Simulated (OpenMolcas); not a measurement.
Single-point calculation, with input and output: C2H6Ga (part 2 of 3)

Continued. System: C2H6Ga, multiplicity 2. Method: BHLYP/6-31G*, UKS (OpenMolcas 26.06). A bond length was changed on purpose from its optimised value.

Geometry of the input (Å):
```
C  -2.3603  1.5917  -0.3578
Ga -0.6570  0.8142  0.3399
C  0.1603  -0.7110  -0.6592
H  -3.1279  0.8112  -0.3556
H  -2.2061  1.9084  -1.3942
H  -2.7163  2.4400  0.2251
H  2.2020  -1.4968  0.3182
H  0.3557  -0.3934  -1.6884
H  -0.5595  -1.5350  -0.6928
```

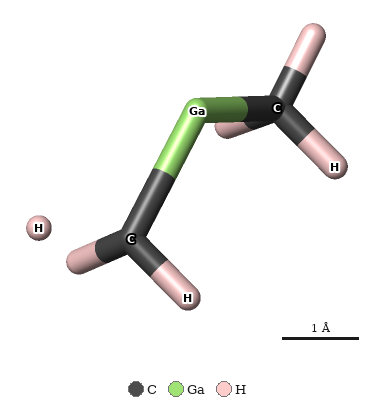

Figure 1. The structure (stick view, seen at a tilt). Sticks mark near contacts.

## The program's output, continued
```
      Molecular orbitals for symmetry species 1: a

      Basis set list:
        1 C1     1s                 16 GA2    1s                 31 GA2    2pz                46 GA2    3d2+               61 H4     1s
        2 C1     1s                 17 GA2    1s                 32 GA2    3d2-               47 C3     1s                 62 H4     1s
        3 C1     1s                 18 GA2    1s                 33 GA2    3d2-               48 C3     1s                 63 H5     1s
        4 C1     2px                19 GA2    1s                 34 GA2    3d2-               49 C3     1s                 64 H5     1s
        5 C1     2px                20 GA2    2px                35 GA2    3d1-               50 C3     2px                65 H6     1s
        6 C1     2py                21 GA2    2px                36 GA2    3d1-               51 C3     2px                66 H6     1s
        7 C1     2py                22 GA2    2px                37 GA2    3d1-               52 C3     2py                67 H7     1s
        8 C1     2pz                23 GA2    2px                38 GA2    3d0                53 C3     2py                68 H7     1s
        9 C1     2pz                24 GA2    2py                39 GA2    3d0                54 C3     2pz                69 H8     1s
       10 C1     3d2-               25 GA2    2py                40 GA2    3d0                55 C3     2pz                70 H8     1s
       11 C1     3d1-               26 GA2    2py                41 GA2    3d1+               56 C3     3d2-               71 H9     1s
       12 C1     3d0                27 GA2    2py                42 GA2    3d1+               57 C3     3d1-               72 H9     1s
       13 C1     3d1+               28 GA2    2pz                43 GA2    3d1+               58 C3     3d0
       14 C1     3d2+               29 GA2    2pz                44 GA2    3d2+               59 C3     3d1+
       15 GA2    1s                 30 GA2    2pz                45 GA2    3d2+               60 C3     3d2+

  Index Energy  Occupation Coefficients ...

    1 -374.9459    1.0000         15 GA2    1s     ( 0.996),

    2  -46.7985    1.0000         16 GA2    1s     ( 1.037),

    3  -41.3935    1.0000         20 GA2    2px    ( 0.522),    24 GA2    2py    ( 0.643),    28 GA2    2pz    (-0.554),

    4  -41.3905    1.0000         20 GA2    2px    (-0.471),    28 GA2    2pz    (-0.817),

    5  -41.3897    1.0000         20 GA2    2px    (-0.706),    24 GA2    2py    ( 0.690),

    6  -10.5831    1.0000         47 C3     1s     ( 0.996),

    7  -10.5724    1.0000          1 C1     1s     ( 0.996),

    8   -5.8515    1.0000         17 GA2    1s     ( 1.087),

    9   -4.0664    1.0000         21 GA2    2px    (-0.559),    25 GA2    2py    (-0.689),    29 GA2    2pz    ( 0.593),

   10   -4.0576    1.0000         21 GA2    2px    (-0.551),    29 GA2    2pz    (-0.864),

   11   -4.0567    1.0000         21 GA2    2px    ( 0.723),    25 GA2    2py    (-0.759),

   12   -0.9683    1.0000         32 GA2    3d2-   (-0.451),    33 GA2    3d2-   (-0.243),    35 GA2    3d1-   ( 0.442),    36 GA2    3d1-   ( 0.238),
                                  41 GA2    3d1+   ( 0.375),

   13   -0.9651    1.0000         32 GA2    3d2-   ( 0.355),    38 GA2    3d0    (-0.589),    39 GA2    3d0    (-0.316),

   14   -0.9636    1.0000         41 GA2    3d1+   (-0.344),    44 GA2    3d2+   ( 0.615),    45 GA2    3d2+   ( 0.330),

   15   -0.9622    1.0000         35 GA2    3d1-   (-0.468),    36 GA2    3d1-   (-0.251),    41 GA2    3d1+   ( 0.376),    44 GA2    3d2+   ( 0.401),

   16   -0.9576    1.0000         32 GA2    3d2-   ( 0.461),    33 GA2    3d2-   ( 0.247),    38 GA2    3d0    ( 0.423),    41 GA2    3d1+   ( 0.373),

   17   -0.7801    1.0000          1 C1     1s     (-0.184),     2 C1     1s     ( 0.354),     3 C1     1s     ( 0.331),

   18   -0.7541    1.0000         47 C3     1s     ( 0.188),    48 C3     1s     (-0.368),    49 C3     1s     (-0.364),

   19   -0.4672    1.0000          4 C1     2px    (-0.177),     6 C1     2py    (-0.212),     8 C1     2pz    ( 0.198),    50 C3     2px    (-0.140),
                                  52 C3     2py    (-0.176),    54 C3     2pz    ( 0.153),    61 H4     1s     ( 0.184),    62 H4     1s     ( 0.155),
                                  63 H5     1s     (-0.183),    64 H5     1s     (-0.154),    69 H8     1s     (-0.144),    70 H8     1s     (-0.127),
                                  71 H9     1s     ( 0.145),    72 H9     1s     ( 0.127),

   20   -0.4651    1.0000          6 C1     2py    (-0.314),     8 C1     2pz    (-0.290),    65 H6     1s     (-0.278),    66 H6     1s     (-0.226),

   21   -0.4578    1.0000          4 C1     2px    ( 0.141),     6 C1     2py    ( 0.173),     8 C1     2pz    (-0.156),    50 C3     2px    (-0.182),
                                  52 C3     2py    (-0.227),    54 C3     2pz    ( 0.197),    61 H4     1s     (-0.150),    62 H4     1s     (-0.124),
                                  63 H5     1s     ( 0.147),    64 H5     1s     ( 0.121),    69 H8     1s     (-0.187),    70 H8     1s     (-0.162),
                                  71 H9     1s     ( 0.188),    72 H9     1s     ( 0.162),

   22   -0.4319    1.0000         18 GA2    1s     ( 0.650),

   23   -0.3913    1.0000         67 H7     1s     ( 0.330),    68 H7     1s     ( 0.484),

   24   -0.3278    1.0000          4 C1     2px    ( 0.239),    22 GA2    2px    (-0.282),    26 GA2    2py    ( 0.244),    52 C3     2py    (-0.173),
                                  54 C3     2pz    (-0.252),    67 H7     1s     ( 0.197),    68 H7     1s     ( 0.312),

   25   -0.2648    1.0000         49 C3     1s     (-0.215),    50 C3     2px    (-0.419),    51 C3     2px    (-0.356),    52 C3     2py    ( 0.240),
                                  68 H7     1s     ( 0.358),

   26   -0.0443    0.0000          3 C1     1s     (-0.282),    18 GA2    1s     (-0.344),    19 GA2    1s     ( 0.551),    30 GA2    2pz    ( 0.327),
                                  49 C3     1s     (-0.305),

   27   -0.0044    0.0000         22 GA2    2px    ( 0.280),    23 GA2    2px    ( 0.340),    26 GA2    2py    ( 0.344),    27 GA2    2py    ( 0.420),
                                  30 GA2    2pz    (-0.296),    31 GA2    2pz    (-0.363),

   28    0.0751    0.0000          3 C1     1s     (-0.953),    19 GA2    1s     ( 1.141),    23 GA2    2px    (-0.693),    31 GA2    2pz    (-0.801),

   29    0.0914    0.0000          3 C1     1s     ( 0.545),    23 GA2    2px    ( 0.840),    27 GA2    2py    (-1.045),    49 C3     1s     (-0.886),

   30    0.1446    0.0000         18 GA2    1s     (-1.461),    19 GA2    1s     (-1.292),

   31    0.1520    0.0000          7 C1     2py    (-0.347),    22 GA2    2px    (-0.471),    23 GA2    2px    ( 0.536),    26 GA2    2py    (-0.581),
                                  27 GA2    2py    ( 0.651),    30 GA2    2pz    ( 0.496),    31 GA2    2pz    (-0.560),    62 H4     1s     (-0.515),
                                  64 H5     1s     ( 0.504),    70 H8     1s     ( 0.458),    72 H9     1s     (-0.446),

   32    0.2051    0.0000          9 C1     2pz    (-0.906),    66 H6     1s     ( 1.516),

   33    0.2247    0.0000          7 C1     2py    (-0.681),    62 H4     1s     (-1.226),    64 H5     1s     ( 1.106),    70 H8     1s     (-0.898),
                                  72 H9     1s     ( 1.042),

   34    0.2379    0.0000          3 C1     1s     (-1.143),    49 C3     1s     ( 1.326),    55 C3     2pz    (-0.794),    62 H4     1s     ( 0.846),
                                  64 H5     1s     ( 0.972),    70 H8     1s     (-1.417),    72 H9     1s     (-1.293),

   35    0.2558    0.0000         26 GA2    2py    (-0.623),    53 C3     2py    ( 0.614),    62 H4     1s     ( 0.880),    64 H5     1s     (-0.947),
                                  70 H8     1s     (-1.138),    72 H9     1s     ( 1.122),

   36    0.2657    0.0000          3 C1     1s     ( 1.396),     5 C1     2px    (-0.807),    19 GA2    1s     ( 0.984),    62 H4     1s     (-0.831),
                                  66 H6     1s     (-1.594),

   37    0.3305    0.0000          3 C1     1s     ( 1.260),    18 GA2    1s     ( 1.264),    19 GA2    1s     ( 1.571),    30 GA2    2pz    ( 0.884),
                                  31 GA2    2pz    (-1.066),    49 C3     1s     ( 1.223),    62 H4     1s     (-1.217),    64 H5     1s     (-1.234),
                                  70 H8     1s     (-1.195),    72 H9     1s     (-1.214),

   38    0.3510    0.0000          3 C1     1s     ( 0.859),    22 GA2    2px    ( 1.252),    23 GA2    2px    (-0.903),    26 GA2    2py    (-1.175),
                                  27 GA2    2py    ( 0.786),    66 H6     1s     (-0.903),

--

      All orbitals with orbital energies smaller than  E(LUMO)+0.5 are printed

++    Molecular orbitals:
      -------------------

      Title: UKS-DFT orbitals (beta)

      Molecular orbitals for symmetry species 1: a

      Basis set list:
        1 C1     1s                 16 GA2    1s                 31 GA2    2pz                46 GA2    3d2+               61 H4     1s
        2 C1     1s                 17 GA2    1s                 32 GA2    3d2-               47 C3     1s                 62 H4     1s
        3 C1     1s                 18 GA2    1s                 33 GA2    3d2-               48 C3     1s                 63 H5     1s
        4 C1     2px                19 GA2    1s                 34 GA2    3d2-               49 C3     1s                 64 H5     1s
        5 C1     2px                20 GA2    2px                35 GA2    3d1-               50 C3     2px                65 H6     1s
        6 C1     2py                21 GA2    2px                36 GA2    3d1-               51 C3     2px                66 H6     1s
        7 C1     2py                22 GA2    2px                37 GA2    3d1-               52 C3     2py                67 H7     1s
        8 C1     2pz                23 GA2    2px                38 GA2    3d0                53 C3     2py                68 H7     1s
        9 C1     2pz                24 GA2    2py                39 GA2    3d0                54 C3     2pz                69 H8     1s
       10 C1     3d2-               25 GA2    2py                40 GA2    3d0                55 C3     2pz                70 H8     1s
       11 C1     3d1-               26 GA2    2py                41 GA2    3d1+               56 C3     3d2-               71 H9     1s
       12 C1     3d0                27 GA2    2py                42 GA2    3d1+               57 C3     3d1-               72 H9     1s
       13 C1     3d1+               28 GA2    2pz                43 GA2    3d1+               58 C3     3d0
       14 C1     3d2+               29 GA2    2pz                44 GA2    3d2+               59 C3     3d1+
       15 GA2    1s                 30 GA2    2pz                45 GA2    3d2+               60 C3     3d2+

  Index Energy  Occupation Coefficients ...

    1 -374.9470    1.0000         15 GA2    1s     ( 0.996),

    2  -46.7989    1.0000         16 GA2    1s     ( 1.037),

    3  -41.3937    1.0000         20 GA2    2px    ( 0.522),    24 GA2    2py    ( 0.643),    28 GA2    2pz    (-0.555),

    4  -41.3919    1.0000         20 GA2    2px    (-0.421),    28 GA2    2pz    (-0.824),

    5  -41.3899    1.0000         20 GA2    2px    (-0.737),    24 GA2    2py    ( 0.666),

    6  -10.5741    1.0000          1 C1     1s     ( 0.996),

    7  -10.5687    1.0000         47 C3     1s     ( 0.996),

    8   -5.8536    1.0000         17 GA2    1s     ( 1.087),

    9   -4.0676    1.0000         21 GA2    2px    (-0.559),    25 GA2    2py    (-0.688),    29 GA2    2pz    ( 0.594),

   10   -4.0617    1.0000         21 GA2    2px    (-0.486),    29 GA2    2pz    (-0.878),

   11   -4.0565    1.0000         21 GA2    2px    ( 0.768),    25 GA2    2py    (-0.731),

   12   -0.9704    1.0000         32 GA2    3d2-   (-0.422),    33 GA2    3d2-   (-0.228),    35 GA2    3d1-   ( 0.448),    36 GA2    3d1-   ( 0.241),
                                  41 GA2    3d1+   ( 0.398),

   13   -0.9675    1.0000         32 GA2    3d2-   ( 0.353),    38 GA2    3d0    (-0.590),    39 GA2    3d0    (-0.317),

   14   -0.9640    1.0000         41 GA2    3d1+   (-0.341),    44 GA2    3d2+   ( 0.614),    45 GA2    3d2+   ( 0.330),

   15   -0.9632    1.0000         35 GA2    3d1-   ( 0.431),    36 GA2    3d1-   ( 0.232),    41 GA2    3d1+   (-0.439),    42 GA2    3d1+   (-0.236),
                                  44 GA2    3d2+   (-0.397),

   16   -0.9591    1.0000         32 GA2    3d2-   (-0.487),    33 GA2    3d2-   (-0.261),    38 GA2    3d0    (-0.441),    41 GA2    3d1+   (-0.258),

   17   -0.7833    1.0000          1 C1     1s     ( 0.192),     2 C1     1s     (-0.370),     3 C1     1s     (-0.346),

   18   -0.7159    1.0000         47 C3     1s     ( 0.185),    48 C3     1s     (-0.359),    49 C3     1s     (-0.317),

   19   -0.4667    1.0000          4 C1     2px    (-0.217),     8 C1     2pz    ( 0.322),    61 H4     1s     ( 0.176),    63 H5     1s     (-0.253),
                                  64 H5     1s     (-0.212),

   20   -0.4665    1.0000          6 C1     2py    (-0.378),     8 C1     2pz    (-0.208),    65 H6     1s     (-0.264),    66 H6     1s     (-0.210),

   21   -0.4521    1.0000         18 GA2    1s     (-0.691),

   22   -0.4505    1.0000         50 C3     2px    (-0.212),    52 C3     2py    (-0.259),    54 C3     2pz    ( 0.235),    69 H8     1s     (-0.237),
                                  70 H8     1s     (-0.218),    71 H9     1s     ( 0.231),    72 H9     1s     ( 0.213),

   23   -0.3332    1.0000          4 C1     2px    ( 0.284),     5 C1     2px    ( 0.172),    22 GA2    2px    (-0.327),    26 GA2    2py    ( 0.274),
                                  52 C3     2py    (-0.219),    54 C3     2pz    (-0.244),

   24   -0.2093    1.0000         18 GA2    1s     ( 0.351),    19 GA2    1s     (-0.285),    26 GA2    2py    (-0.248),    30 GA2    2pz    (-0.491),

   25   -0.0666    0.0000         23 GA2    2px    ( 0.240),    50 C3     2px    ( 0.226),    51 C3     2px    ( 0.270),    68 H7     1s     ( 0.429),

   26   -0.0158    0.0000         22 GA2    2px    ( 0.303),    23 GA2    2px    ( 0.312),    26 GA2    2py    ( 0.373),    27 GA2    2py    ( 0.390),
                                  30 GA2    2pz    (-0.321),    31 GA2    2pz    (-0.335),

   27    0.0342    0.0000          3 C1     1s     ( 0.446),    19 GA2    1s     (-0.725),    31 GA2    2pz    ( 0.377),    49 C3     1s     ( 0.618),
                                  68 H7     1s     (-0.538),

   28    0.0876    0.0000          3 C1     1s     (-1.028),    19 GA2    1s     ( 0.761),    23 GA2    2px    (-0.988),    27 GA2    2py    ( 0.609),

   29    0.0963    0.0000         19 GA2    1s     ( 0.567),    27 GA2    2py    (-0.800),    31 GA2    2pz    (-0.815),    49 C3     1s     (-0.786),
                                  68 H7     1s     (-0.463),

   30    0.1340    0.0000         18 GA2    1s     (-1.315),    19 GA2    1s     (-1.352),

   31    0.1511    0.0000          7 C1     2py    ( 0.345),    22 GA2    2px    ( 0.473),    23 GA2    2px    (-0.555),    26 GA2    2py    ( 0.585),
                                  27 GA2    2py    (-0.677),    30 GA2    2pz    (-0.503),    31 GA2    2pz    ( 0.588),    62 H4     1s     ( 0.509),
                                  64 H5     1s     (-0.499),    70 H8     1s     (-0.395),    72 H9     1s     ( 0.384),

   32    0.2083    0.0000          9 C1     2pz    ( 0.915),    66 H6     1s     (-1.610),

   33    0.2267    0.0000          7 C1     2py    (-0.745),    62 H4     1s     (-1.337),    64 H5     1s     ( 1.207),    70 H8     1s     (-0.737),
                                  72 H9     1s     ( 0.869),

   34    0.2414    0.0000          3 C1     1s     (-1.373),    49 C3     1s     ( 1.295),    55 C3     2pz    (-0.751),    62 H4     1s     ( 0.956),
                                  64 H5     1s     ( 1.094),    70 H8     1s     (-1.294),    72 H9     1s     (-1.217),

   35    0.2612    0.0000         22 GA2    2px    ( 0.687),    64 H5     1s     ( 0.884),    70 H8     1s     ( 1.354),    72 H9     1s     (-1.017),

   36    0.2632    0.0000          3 C1     1s     (-0.905),     5 C1     2px    ( 0.826),    19 GA2    1s     (-0.747),    30 GA2    2pz    ( 0.894),
                                  62 H4     1s     ( 0.824),    66 H6     1s     ( 1.178),    72 H9     1s     ( 0.862),

   37    0.3290    0.0000          3 C1     1s     (-1.370),    18 GA2    1s     (-1.323),    19 GA2    1s     (-1.677),    31 GA2    2pz    ( 1.050),
                                  49 C3     1s     (-1.286),    62 H4     1s     ( 1.243),    64 H5     1s     ( 1.252),    70 H8     1s     ( 1.258),
                                  72 H9     1s     ( 1.279),

   38    0.3388    0.0000          3 C1     1s     (-0.892),    22 GA2    2px    (-1.156),    23 GA2    2px    ( 0.987),    26 GA2    2py    ( 1.136),
                                  27 GA2    2py    (-0.912),    66 H6     1s     ( 1.048),

--

++    Molecular charges:
      ------------------

      Mulliken charges per centre and basis function type
      ---------------------------------------------------

                            C1                      GA2                     C3                      H4                      H5                      H6
                     alpha        beta       alpha        beta       alpha        beta       alpha        beta       alpha        beta       alpha        beta
      1s           1.6560      1.6670      3.5608      3.8287      1.7543      1.6241      0.4084      0.4136      0.4077      0.4140      0.4112      0.4027
      2px          0.5338      0.5694      2.1957      2.2871      0.7748      0.1791      0.0000      0.0000      0.0000      0.0000      0.0000      0.0000
      2pz          0.5347      0.5441      2.0577      2.3976      0.5774      0.4546      0.0000      0.0000      0.0000      0.0000      0.0000      0.0000
      2py          0.5377      0.5443      2.1689      2.2362      0.5658      0.4843      0.0000      0.0000      0.0000      0.0000      0.0000      0.0000
      3d2+         0.0010      0.0011      1.0098      1.0089      0.0001      0.0004      0.0000      0.0000      0.0000      0.0000      0.0000      0.0000
      3d1+         0.0009      0.0010      1.0085      1.0095      0.0003      0.0006      0.0000      0.0000      0.0000      0.0000      0.0000      0.0000
      3d0          0.0042      0.0043      1.0067      1.0045      0.0042      0.0051      0.0000      0.0000      0.0000      0.0000      0.0000      0.0000
      3d1-         0.0030      0.0032      1.0096      1.0074      0.0013      0.0016      0.0000      0.0000      0.0000      0.0000      0.0000      0.0000
      3d2-         0.0044      0.0046      1.0080      1.0100      0.0031      0.0049      0.0000      0.0000      0.0000      0.0000      0.0000      0.0000
      Total        3.2757      3.3388     15.0256     15.7898      3.6814      2.7548      0.4084      0.4136      0.4077      0.4140      0.4112      0.4027
      Total              6.6145                 30.8154                  6.4362                  0.8219                  0.8217                  0.8139

      Charge           -0.6145                  0.1846                 -0.4362                  0.1781                  0.1783                  0.1861
```
